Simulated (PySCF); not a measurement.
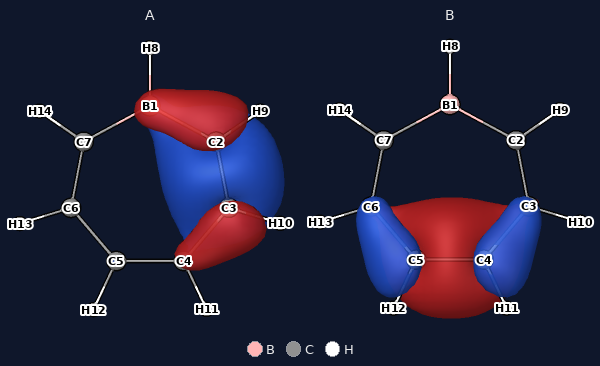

C₆H₇B, SMILES `B1C=CC=CC=C1`. Foster–Boys orbitals, occupied; each surface holds about 85 % of the orbital's density. Energies are diagonal elements of the Fock matrix.

Computed with PySCF, CAM-B3LYP/6-311G**, geometry: GFN2-xTB. This is a single-reference result, which may miss multireference character in this system. No frequency check shows the geometry to be a minimum.

The calculation's input:

```python
import numpy as np
from pyscf import gto, scf, dft, lo
from pyscf.data.elements import chemcore

def solve(mol, dm0=None, hcore=None):
    mf = (dft.UKS if mol.spin else dft.RKS)(mol, xc='camb3lyp')
    mf.grids.level = 3
    mf = mf.density_fit(auxbasis='def2-universal-jkfit')
    mf.conv_tol, mf.max_cycle = 1e-8, 80
    if hcore is not None:
        mf.get_hcore = lambda *args: hcore
    mf.kernel(dm0)
    if not mf.converged:
        mf = mf.newton().run(mf.mo_coeff, mf.mo_occ, max_cycle=30)
    assert mf.converged, 'SCF not converged'
    return mf

mol = gto.M(atom='''
B      0.00047    -1.73203     0.00000
C     -1.34203    -1.00822     0.00000
C     -1.59901     0.33040     0.00000
C     -0.68312     1.40654     0.00000
C      0.68246     1.40685     0.00000
C      1.59884     0.33111     0.00000
C      1.34245    -1.00762     0.00000
H      0.00081    -2.90858     0.00000
H     -2.23511    -1.62792     0.00000
H     -2.63954     0.64627     0.00000
H     -1.14698     2.38753     0.00000
H      1.14589     2.38805     0.00000
H      2.63923     0.64745     0.00000
H      2.23581    -1.62693     0.00000
''', basis='6-311g**', charge=0, spin=0, verbose=4)
mf = solve(mol)
occ_all = mf.mo_coeff[:, mf.mo_occ > 0]
occ = occ_all[:, chemcore(mol):]
bo = lo.Boys(mol, occ)
loc = bo.kernel()
for _ in range(5):
    new, stable = bo.stability(return_status=True)
    if stable:
        break
    loc = bo.kernel(new)
fock, s = mf.get_fock(), mf.get_ovlp()
ortho = lo.orth_ao(mol, 'meta_lowdin')
labels = mol.ao_labels(fmt=None)
vir = loc[:, :0]
both = np.hstack([loc, vir])
p = (ortho.T @ s @ both) ** 2
pop = np.array([p[[l[0] == a for l in labels]].sum(0) for a in range(mol.natm)])
spd = np.array([[p[[l[0] == a and l[2][-1] == k for l in labels]].sum(0) for k in 'spd'] for a in range(mol.natm)])
eps = np.einsum('pi,pq,qi->i', both, fock, both)
for i in np.argsort(eps):
    top = np.argsort(-pop[:, i])[:3]
    print('%3d %s %9.4f Eh ' % (i + 1, 'occ' if i < loc.shape[1] else 'vir', eps[i]), '  '.join('%s%d %.3f' % (mol.atom_symbol(a), a + 1, pop[a, i]) for a in top))
np.savez('result.npz', c=both, nocc=loc.shape[1], pop=pop, spd=spd, eps=eps, e=mf.e_tot)
```

Command:

```sh
OMP_NUM_THREADS=1 python input.py
```

The run took 25 s on 1 thread of Intel(R) Xeon(R) Platinum 8488C (Sapphire Rapids), on a shared host, peak memory 0.71 GiB.

What does each orbital represent in a Lewis picture?

By panel:
- A: bent (banana) bond C3–C2 (C3 46 %, C2 46 %, B1 5 %; −14.3 eV)
- B: bent (banana) bond C5–C4 (C5 46 %, C4 46 %; −14.7 eV)

How do all the valence pairs divide up?

17 pairs: 11 σ bonds and 6 bent bonds.
